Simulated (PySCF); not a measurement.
# One shape, several levels: InSiH4OF (SMILES [F][InH][O][SiH3])

We compute a comparison of 3 runs (HF/STO-3G, HF/3-21G, PBE0/3-21G) of InSiH4OF. The job is set up through a Python script.

Program for the calculation: PySCF 2.14.0.

## Step 1: The system as given

The species is InSiH4OF (8 atoms), meant as a singlet with charge 0. SMILES: `[F][InH][O][SiH3]`. Geometry: a GFN2-xTB relaxation, a rough one for these elements and not checked as a minimum. This is one conformer, not always the lowest.

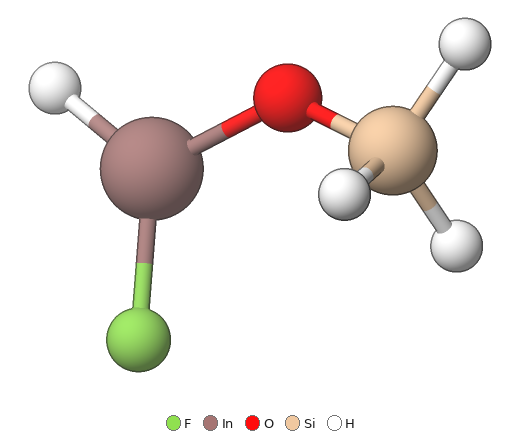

Viewed from a chosen angle; fluorine green, indium brown, oxygen red, silicon light orange, hydrogen white.

## Step 2: Energy and gradient at HF/STO-3G (run 1)

run.py

```python
# [F][InH][O][SiH3]
import pyscf.grad
from pyscf import gto

mol = gto.M(
    atom='''
F       -2.692840      -0.243220       0.025060
In      -1.373720       1.029790      -0.651780
O        0.476680       0.538950      -0.318280
Si       1.179250      -0.702900       0.457230
H       -1.788500       2.432900      -1.473450
H        0.743900      -1.991780      -0.107260
H        2.587550      -0.412480       0.174050
H        0.867690      -0.651270       1.894420
''',
    verbose=3,
    spin=0,
    basis='sto-3g',
    max_memory=1860,
)

hf = mol.RHF()
hf.conv_tol = 1e-10
hf.kernel()
if not hf.converged:
    hf = hf.newton().run(hf.mo_coeff, hf.mo_occ)

e_final = hf.e_tot
print('E = %.10f Eh' % e_final)
grad = hf.Gradients().kernel()
hf.analyze()
```

The run is started by

```console
$ OMP_NUM_THREADS=1 python run.py
```

Output:

```text
converged SCF energy = -6142.71859075496
E = -6142.7185907550 Eh
--------------- RHF gradients ---------------
         x                y                z
0 F    -0.0245910326    -0.0210416604     0.0109408686
1 In    -0.0088546955     0.0063074578    -0.0032316649
2 O     0.0582851982    -0.0237384318     0.0150627140
3 Si    -0.0118317556     0.0072630435    -0.0036184462
4 H    -0.0066022098     0.0240163724    -0.0141704931
5 H    -0.0113380631    -0.0178063521    -0.0129610241
6 H     0.0140991664     0.0189129674    -0.0135407368
7 H    -0.0091666079     0.0060866031     0.0215187824
----------------------------------------------
**** MO energy ****
MO #1   energy= -986.883475384657  occ= 2
MO #2   energy= -146.019853483602  occ= 2
MO #3   energy= -138.031968335996  occ= 2
MO #4   energy= -138.03034835242   occ= 2
MO #5   energy= -138.030108861608  occ= 2
MO #6   energy= -67.9834236852656  occ= 2
MO #7   energy= -27.7077678325207  occ= 2
MO #8   energy= -25.7331234831339  occ= 2
MO #9   energy= -24.7279979789013  occ= 2
MO #10  energy= -24.7227737107161  occ= 2
MO #11  energy= -24.7225483191596  occ= 2
MO #12  energy= -20.0764420585399  occ= 2
MO #13  energy= -16.5934754241649  occ= 2
MO #14  energy= -16.5932324819124  occ= 2
MO #15  energy= -16.5926914205291  occ= 2
MO #16  energy= -16.5877269591853  occ= 2
MO #17  energy= -16.5875017339729  occ= 2
MO #18  energy= -5.96490986333804  occ= 2
MO #19  energy= -4.25004141937813  occ= 2
MO #20  energy= -3.99110007550049  occ= 2
MO #21  energy= -3.99004157963662  occ= 2
MO #22  energy= -3.98984080879521  occ= 2
MO #23  energy= -3.07175316127029  occ= 2
MO #24  energy= -3.05997810053779  occ= 2
MO #25  energy= -3.05927559320732  occ= 2
MO #26  energy= -1.33122975456519  occ= 2
MO #27  energy= -1.15062537032812  occ= 2
MO #28  energy= -0.659206627985439 occ= 2
MO #29  energy= -0.57391194037909  occ= 2
MO #30  energy= -0.565010384970218 occ= 2
MO #31  energy= -0.564602708700996 occ= 2
MO #32  energy= -0.563311689175861 occ= 2
MO #33  energy= -0.560395943490927 occ= 2
MO #34  energy= -0.459442609435277 occ= 2
MO #35  energy= -0.447737091020302 occ= 2
MO #36  energy= -0.429760812508776 occ= 2
MO #37  energy= -0.385554761280062 occ= 2
MO #38  energy= -0.364702926242783 occ= 2
MO #39  energy= -0.361286325991733 occ= 2
MO #40  energy= -0.320227815386229 occ= 2
MO #41  energy= -0.290966619276853 occ= 2
MO #42  energy= -0.275943303506981 occ= 2
MO #43  energy= 0.234649431654129  occ= 0
MO #44  energy= 0.326550775939755  occ= 0
MO #45  energy= 0.460343904344046  occ= 0
MO #46  energy= 0.511693878445592  occ= 0
MO #47  energy= 0.568572069950003  occ= 0
MO #48  energy= 0.595945566624479  occ= 0
MO #49  energy= 0.610149923309805  occ= 0
MO #50  energy= 0.698625775683895  occ= 0
 ** Mulliken atomic charges  **
charge of    0F =     -0.29496
charge of    1In =      0.69908
charge of    2O =     -0.46367
charge of    3Si =      0.69875
charge of    4H =     -0.14078
charge of    5H =     -0.16759
charge of    6H =     -0.16299
charge of    7H =     -0.16783
Dipole moment(X, Y, Z, Debye): -0.12181,  0.55236, -0.26124
```

Wall time 7.5 s (1 thread of Intel Xeon at 2.70GHz, shared host); peak memory 0.12 GiB.

## Step 3: Energy and forces at HF/3-21G (run 2)

run.py

```python
from pyscf import gto

molecule = gto.M(
    atom='''
F     -5.088730    -0.459619     0.047357
In    -2.595955     1.946021    -1.231686
O      0.900795     1.018468    -0.601462
Si     2.228460    -1.328288     0.864039
H     -3.379775     4.597515    -2.784417
H      1.405767    -3.763919    -0.202692
H      4.889761    -0.779474     0.328907
H      1.639696    -1.230722     3.579935
''',
    max_memory=1860,
    basis='3-21g',
    unit='bohr',
    spin=0,
    verbose=3,
)

myscf = molecule.RHF()
myscf.conv_tol = 1e-10
myscf.kernel()
if not myscf.converged:
    myscf = myscf.newton().run(myscf.mo_coeff, myscf.mo_occ)

e_final = myscf.e_tot
print('Final energy', e_final)
grad = myscf.nuc_grad_method().kernel()
dip = myscf.dip_moment()
pop, q = myscf.mulliken_pop()
```

The run is started by

```console
$ OMP_NUM_THREADS=1 python run.py
```

Output:

```text
converged SCF energy = -6177.87825030207
Final energy -6177.8782503020675
--------------- RHF gradients ---------------
         x                y                z
0 F    -0.0168422717    -0.0125483639     0.0062806354
1 In     0.0063081661     0.0150062882    -0.0074942402
2 O     0.0426466020    -0.0151895041     0.0098476602
3 Si    -0.0232679495    -0.0003122584     0.0005502592
4 H     0.0076863343    -0.0146752897     0.0085057074
5 H    -0.0011879790     0.0087776314    -0.0016728021
6 H    -0.0137696664     0.0133284822    -0.0079607734
7 H    -0.0015732358     0.0056130142    -0.0080564465
----------------------------------------------
Dipole moment(X, Y, Z, Debye):  0.08294,  1.18351, -0.58879
 ** Mulliken pop  **
pop of  0 F 1s            1.98426
pop of  0 F 2s            0.43586
pop of  0 F 3s            1.54326
pop of  0 F 2px           0.80047
pop of  0 F 2py           0.80850
pop of  0 F 2pz           0.84153
pop of  0 F 3px           1.03472
pop of  0 F 3py           1.04110
pop of  0 F 3pz           1.07482
pop of  1 In 1s           1.99991
pop of  1 In 2s           1.99983
pop of  1 In 3s           1.99681
pop of  1 In 4s           1.99715
pop of  1 In 5s           0.60571
pop of  1 In 6s           0.16638
pop of  1 In 2px          1.99951
pop of  1 In 2py          1.99953
pop of  1 In 2pz          1.99952
pop of  1 In 3px          1.99871
pop of  1 In 3py          1.99873
pop of  1 In 3pz          1.99863
pop of  1 In 4px          1.98231
pop of  1 In 4py          1.98136
pop of  1 In 4pz          1.97671
pop of  1 In 5px          0.27972
pop of  1 In 5py          0.35779
pop of  1 In 5pz          0.18819
pop of  1 In 6px          0.04453
pop of  1 In 6py          0.06228
pop of  1 In 6pz          0.05599
pop of  1 In 3dxy         1.99904
pop of  1 In 3dyz         1.99931
pop of  1 In 3dz^2        1.99943
pop of  1 In 3dxz         1.99960
pop of  1 In 3dx2-y2      1.99883
pop of  1 In 4dxy         1.99673
pop of  1 In 4dyz         1.99235
pop of  1 In 4dz^2        1.99608
pop of  1 In 4dxz         1.99869
pop of  1 In 4dx2-y2      1.99625
pop of  2 O 1s            1.98516
pop of  2 O 2s            0.39623
pop of  2 O 3s            1.50510
pop of  2 O 2px           0.67086
pop of  2 O 2py           0.69298
pop of  2 O 2pz           0.72376
pop of  2 O 3px           0.97419
pop of  2 O 3py           1.00713
pop of  2 O 3pz           1.05109
pop of  3 Si 1s           1.99855
pop of  3 Si 2s           1.97267
pop of  3 Si 3s           0.68597
pop of  3 Si 4s           0.39939
pop of  3 Si 2px          1.95687
pop of  3 Si 2py          1.95603
pop of  3 Si 2pz          1.95729
pop of  3 Si 3px          0.50732
pop of  3 Si 3py          0.45274
pop of  3 Si 3pz          0.50349
pop of  3 Si 4px          0.16610
pop of  3 Si 4py          0.09001
pop of  3 Si 4pz          0.14683
pop of  4 H 1s            0.38240
pop of  4 H 2s            0.83289
pop of  5 H 1s            0.43816
pop of  5 H 2s            0.82025
pop of  6 H 1s            0.44037
pop of  6 H 2s            0.79628
pop of  7 H 1s            0.43886
pop of  7 H 2s            0.82093
 ** Mulliken atomic charges  **
charge of    0F =     -0.56452
charge of    1In =      1.33438
charge of    2O =     -1.00649
charge of    3Si =      1.20676
charge of    4H =     -0.21529
charge of    5H =     -0.25841
charge of    6H =     -0.23665
charge of    7H =     -0.25978
```

It took 5.4 s on 1 thread of Intel Xeon at 2.70GHz, shared host; peak memory 0.14 GiB.

## Step 4: Energy and forces at PBE0/3-21G (run 3)

calc.py

```python
# [F][InH][O][SiH3]
import pyscf.grad
from pyscf import gto, dft

mol = gto.M(
    atom=[
    ('F', (-2.692840, -0.243220, 0.025060)),
    ('In', (-1.373720, 1.029790, -0.651780)),
    ('O', (0.476680, 0.538950, -0.318280)),
    ('Si', (1.179250, -0.702900, 0.457230)),
    ('H', (-1.788500, 2.432900, -1.473450)),
    ('H', (0.743900, -1.991780, -0.107260)),
    ('H', (2.587550, -0.412480, 0.174050)),
    ('H', (0.867690, -0.651270, 1.894420)),
],
    spin=0,
    charge=0,
    verbose=4,
    max_memory=1860,
    basis='3-21g',
)

calc0 = dft.RKS(mol)
calc0.xc = 'pbe0'
calc0.grids.level = 5
calc0.conv_tol = 1e-10
calc0.kernel()
if not calc0.converged:
    calc0 = calc0.newton().run(calc0.mo_coeff, calc0.mo_occ)

e_tot = calc0.e_tot
print(f'total energy: {e_tot:.8f} hartree')
grad = calc0.Gradients().kernel()
calc0.analyze()
```

The run is started by

```console
$ OMP_NUM_THREADS=1 python calc.py
```

Output:

```text
PySCF version 2.14.0

[... 75 lines left out ...]
converged SCF energy = -6181.05364469935
[... 19 lines left out ...]
DFT Exchange-Correlation Energy =     -197.084588257368722
[... 8 lines left out ...]
MO #7   energy= -27.8149072464445  occ= 2
[... 6 lines left out ...]
MO #14  energy= -16.4163284962027  occ= 2
[... 6 lines left out ...]
MO #21  energy= -3.64487619511776  occ= 2
[... 6 lines left out ...]
MO #28  energy= -0.869234081004876 occ= 2
[... 6 lines left out ...]
MO #35  energy= -0.395153271345948 occ= 2
[... 6 lines left out ...]
MO #42  energy= -0.291096363311231 occ= 2
[... 6 lines left out ...]
MO #49  energy= 0.129845261299674  occ= 0
[... 6 lines left out ...]
MO #56  energy= 0.346913879109973  occ= 0
[... 6 lines left out ...]
MO #63  energy= 1.53348850029489   occ= 0
[... 6 lines left out ...]
MO #70  energy= 3.26135955859605   occ= 0
[... 42 lines left out ...]
pop of  2 O 1s            1.99974
pop of  2 O 2s            1.65830
pop of  2 O 3s            0.00259
pop of  2 O 2px           1.61757
pop of  2 O 2py           1.66882
pop of  2 O 2pz           1.72247
pop of  2 O 3px           0.00216
pop of  2 O 3py           0.00166
pop of  2 O 3pz           0.00189
pop of  3 Si 1s           1.99999
pop of  3 Si 2s           1.99946
pop of  3 Si 3s           1.04290
pop of  3 Si 4s           0.00504
pop of  3 Si 2px          1.99948
pop of  3 Si 2py          1.99945
pop of  3 Si 2pz          1.99952
pop of  3 Si 3px          0.80974
pop of  3 Si 3py          0.67538
pop of  3 Si 3pz          0.80233
pop of  3 Si 4px          0.01269
pop of  3 Si 4py          0.01744
pop of  3 Si 4pz          0.01848
pop of  4 H 1s            1.08138
pop of  4 H 2s            0.00334
pop of  5 H 1s            1.10581
pop of  5 H 2s            0.00408
pop of  6 H 1s            1.08536
pop of  6 H 2s            0.00266
pop of  7 H 1s            1.10600
pop of  7 H 2s            0.00401
 ** Mulliken atomic charges  **
charge of    0F =     -0.41770
charge of    1In =      0.86742
charge of    2O =     -0.67519
charge of    3Si =      0.61811
charge of    4H =     -0.08472
charge of    5H =     -0.10989
charge of    6H =     -0.08801
charge of    7H =     -0.11001
Dipole moment(X, Y, Z, Debye): -0.05121,  1.01597, -0.52003
```

Run time: 28 s. Hardware: 1 thread of Intel Xeon at 2.70GHz, shared host; peak memory 0.69 GiB.

## Step 5: All runs side by side

```tsv
run	level	integration grid	energy (Eh)	dipole moment (D)	HOMO energy (eV)	LUMO energy (eV)	wall time
1	HF/STO-3G	–	-6142.718591	0.62	-7.51	6.39	7.5 s
2	HF/3-21G	–	-6177.878250	1.32	-11.61	1.25	5.4 s
3	PBE0/3-21G	5	-6181.053645	1.14	-7.92	-1.14	28 s
```

## Step 6: What came out

```
                       quantity           value
            run 3: total energy  -6181.05364 Eh
           run 3: dipole moment          1.14 D
             run 3: HOMO energy        -7.92 eV
             run 3: LUMO energy        -1.14 eV
           run 3: HOMO–LUMO gap         6.79 eV
run 3: largest force on an atom      2.727 eV/Å
```

What this shows: The dipole moment (its size) runs from 0.62 D (HF/STO-3G) to 1.32 D (HF/3-21G). The HOMO–LUMO gap runs from 6.79 eV (PBE0/3-21G) to 13.89 eV (HF/STO-3G). The two ends differ in method and basis. In run 1 the basis is minimal, so the values are rough. In runs 1, 2, 3 relativity is left out where basis or elements ask for it. All runs together took 41 s, the longest 28 s.
